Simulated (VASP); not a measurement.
Band structure of Na2S (antifluorite). These are PBE GGA with D3 dispersion (Becke-Johnson damping), VASP's PBE PAW potentials (set 64) (plane waves; VASP) values and carry that method's errors.

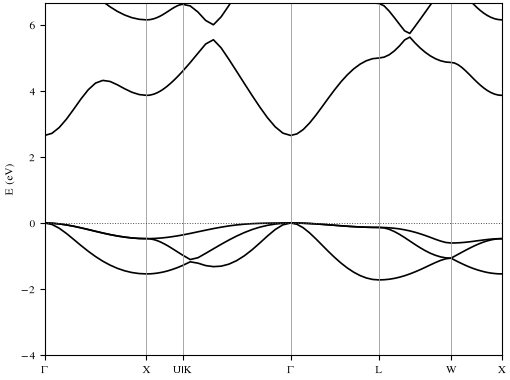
Bands along high-symmetry lines, zero at the valence-band maximum or, without a gap, the Fermi level

Q: Read the plot: is there a gap, and where are the band edges?

A: The gap is direct, 2.65 eV, from the valence maximum at Γ to the conduction minimum at Γ. (Edges off the drawn lines would not show.)

The compound is Na2S in the antifluorite structure. It was relaxed first.
